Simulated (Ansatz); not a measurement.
# What a change does: single-point calculation on C2H5FOSi

System: C2H5FOSi, SMILES C=C(F)[SiH2]O.
Method of run 1: RKS PBE-D4/def2-TZVPP (Ansatz 0.2.0).

The geometry comes from this level: PBE0-D4/def2-TZVP. Text and figures count atoms from 1; the logs count them from 0 in places.

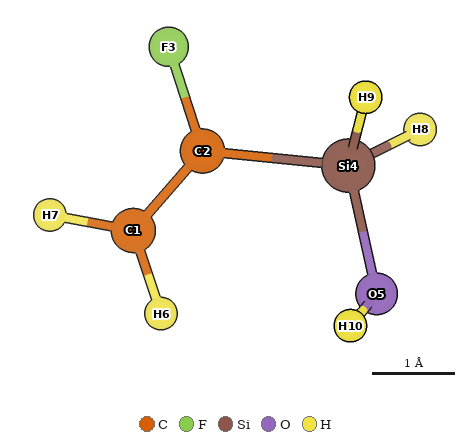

**Figure 1.** The structure (ball-and-stick view, seen at a tilt; atoms are numbered from 1 in the order of the input). Bond lengths as drawn: C–C 1.32 Å, C–F 1.35 Å, C–H 1.08 Å, C–Si 1.88 Å, H–O 0.96 Å, H–Si 1.48 to 1.49 Å and O–Si 1.64 Å.

## Input file, run 1
```yaml
crystal:
  periodic: [false, false, false]
  atoms:
    - {symbol: C, position_ang: [1.635143, -0.056771, -0.410805]}
    - {symbol: C, position_ang: [0.629032, -0.677237, 0.183087]}
    - {symbol: F, position_ang: [0.864803, -1.820103, 0.871722]}
    - {symbol: Si, position_ang: [-1.170345, -0.139394, 0.194737]}
    - {symbol: O, position_ang: [-1.316834, 1.343110, -0.500855]}
    - {symbol: H, position_ang: [1.439182, 0.847616, -0.971891]}
    - {symbol: H, position_ang: [2.650747, -0.433678, -0.363087]}
    - {symbol: H, position_ang: [-1.986239, -1.072032, -0.614343]}
    - {symbol: H, position_ang: [-1.632105, -0.146100, 1.608253]}
    - {symbol: H, position_ang: [-1.030283, 2.103490, 0.006383]}
basis:
  gaussian: {orbitals: def2-TZVPP}
hamiltonian: {xc: pbe, dispersion: d4}
output: {forces: true, orbitals: {seedname: orbitals}}
```

Command:
```bash
ansatz run in.yaml --threads 4 --pin off --events-out ev --progress --plain --max-ram 10444MiB
```

Hardware: 4 threads of Arm Neoverse V1, 23 GiB of memory available, shared host.

## Output (run 1)
```
Functional definition: PBE
  parameter kappa = 0.804
  parameter beta = 0.06672455060314922
  exchange = pbe_x(kappa = kappa, mu = beta*pi^2/3)
  correlation = pbe_c(beta = beta)
1250 factors; their error is unknown
mean field evaluation 1: about -14776.2013 eV, gradient 8.1e1 eV
mean field evaluation 2: about -14737.5717 eV, gradient 1.5e2 eV
mean field evaluation 4: about -14788.6245 eV, gradient 1.2e1 eV
mean field evaluation 8: about -14788.9444 eV, gradient 1.3e-1 eV
mean field evaluation 16: about -14788.9075 eV, gradient 7.4e-3 eV
mean field -14788.90748324 eV, -543.4823257274 hartree, gradient 2.5e-5 eV, S^2 0.000000; 0 other end points of the search recorded, 0 dependent functions left out
the calculation of the forces begins
reference -14788.90752361 eV, -543.4823272113 hartree; 24, 24 occupied and 212, 212 virtual orbitals, 1250 factors
Total energy: -14789.09920699 eV, -543.4893714454 hartree
Atom 0 at     1.635143    -0.056771    -0.410805 Å, force     0.322093     0.226564    -0.205591 eV/Å
Atom 1 at     0.629032    -0.677237     0.183087 Å, force    -0.407739     0.164969    -0.035987 eV/Å
Atom 2 at     0.864803    -1.820103     0.871722 Å, force     0.093984    -0.606092     0.367633 eV/Å
Atom 3 at    -1.170345    -0.139394     0.194737 Å, force     0.041071    -0.265196     0.177606 eV/Å
Atom 4 at    -1.316834     1.343110    -0.500855 Å, force    -0.215240     0.127463    -0.485942 eV/Å
Atom 5 at     1.439182     0.847616    -0.971891 Å, force    -0.022058     0.193736    -0.122585 eV/Å
Atom 6 at     2.650747    -0.433678    -0.363087 Å, force     0.217811    -0.065910     0.002102 eV/Å
Atom 7 at    -1.986239    -1.072032    -0.614343 Å, force    -0.102663    -0.101095    -0.096421 eV/Å
Atom 8 at    -1.632105    -0.146100     1.608253 Å, force    -0.060534    -0.026526     0.167619 eV/Å
Atom 9 at    -1.030283     2.103490     0.006383 Å, force     0.133275     0.352088     0.231565 eV/Å
Dipole moment:     0.079519     0.350339     0.058874 e Å
```

The input of run 2 differs as follows (lines with − go, lines with + come):
```diff
-hamiltonian: {xc: pbe, dispersion: d4}
+hamiltonian: {xc: {name: B3LYP}, dispersion: d4}
```

What does this change do to the results?

The total energies belong to different models, so their difference says nothing on which is more stable or more accurate. The largest force goes from 0.715 to 0.448 eV/Å. The HOMO goes from −6.54 to −7.55 eV. The LUMO goes from −1.35 to −0.62 eV. The dipole moment goes from 1.75 to 1.83 D. On the same kind of shared host run 2 took about 2.1 times as long.

## Output (run 2)
```
Functional definition: B3LYP
  parameter a0 = 0.2
  parameter ax = 0.72
  parameter ac = 0.81
  exchange = (1 - a0 - ax)*slater_x + ax*b88_x + a0*exact_x
  correlation = (1 - ac)*vwn_rpa_c + ac*lyp_c
1253 factors; their error is unknown
mean field evaluation 1: about -14791.8219 eV, gradient 7.2e1 eV
mean field evaluation 2: about -14778.0820 eV, gradient 1.1e2 eV
mean field evaluation 4: about -14801.3583 eV, gradient 5.2e0 eV
mean field evaluation 8: about -14801.4075 eV, gradient 1.5e-1 eV
mean field evaluation 16: about -14801.4278 eV, gradient 3.6e-4 eV
mean field -14801.42775980 eV, -543.9424374046 hartree, gradient 1.9e-5 eV, S^2 0.000000; 0 other end points of the search recorded, 0 dependent functions left out
the calculation of the forces begins
reference -14801.42801783 eV, -543.9424468870 hartree; 24, 24 occupied and 212, 212 virtual orbitals, 1253 factors
Total energy: -14801.73672659 eV, -543.9537917248 hartree
Atom 0 at     1.635143    -0.056771    -0.410805 Å, force     0.117777     0.064832    -0.070070 eV/Å
Atom 1 at     0.629032    -0.677237     0.183087 Å, force    -0.107677     0.336263    -0.195687 eV/Å
Atom 2 at     0.864803    -1.820103     0.871722 Å, force     0.080164    -0.378227     0.226021 eV/Å
Atom 3 at    -1.170345    -0.139394     0.194737 Å, force    -0.134725    -0.218042     0.100779 eV/Å
Atom 4 at    -1.316834     1.343110    -0.500855 Å, force    -0.003654     0.105274    -0.030006 eV/Å
Atom 5 at     1.439182     0.847616    -0.971891 Å, force     0.042499    -0.063624     0.038282 eV/Å
Atom 6 at     2.650747    -0.433678    -0.363087 Å, force    -0.064025     0.035442    -0.011159 eV/Å
Atom 7 at    -1.986239    -1.072032    -0.614343 Å, force     0.048968     0.057512     0.052980 eV/Å
Atom 8 at    -1.632105    -0.146100     1.608253 Å, force     0.024331    -0.002507    -0.090042 eV/Å
Atom 9 at    -1.030283     2.103490     0.006383 Å, force    -0.003658     0.063077    -0.021098 eV/Å
Dipole moment:     0.078209     0.369020     0.057063 e Å
```

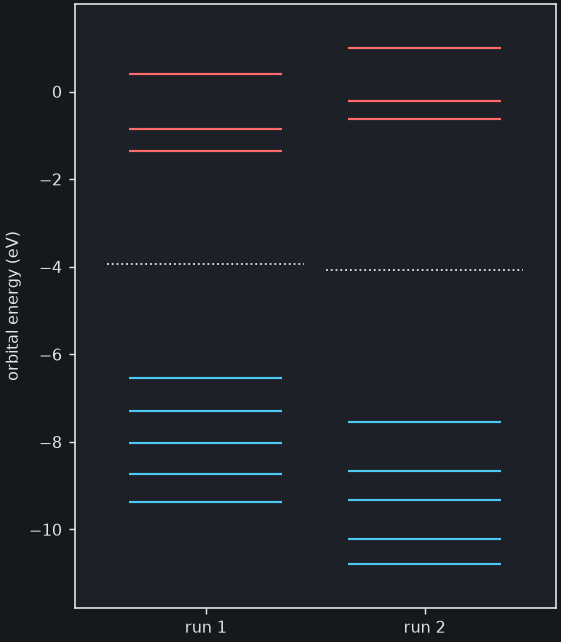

**Figure 2.** The five highest filled and three lowest empty orbital energies of the two runs; the dotted lines part filled from empty levels. The HOMO–LUMO gap is 5.19 eV in run 1 and 6.93 eV in run 2.

## The two runs side by side

```csv
quantity,run 1,run 2
outcome,converged,converged
total energy (hartree),−543.489371,−543.953792
HOMO (eV),−6.54,−7.55
LUMO (eV),−1.35,−0.62
dipole moment (D),1.75,1.83
largest force (eV/Å),0.715,0.448
basis functions,236,236
wall time (shared host),2.3 s,4.9 s
```
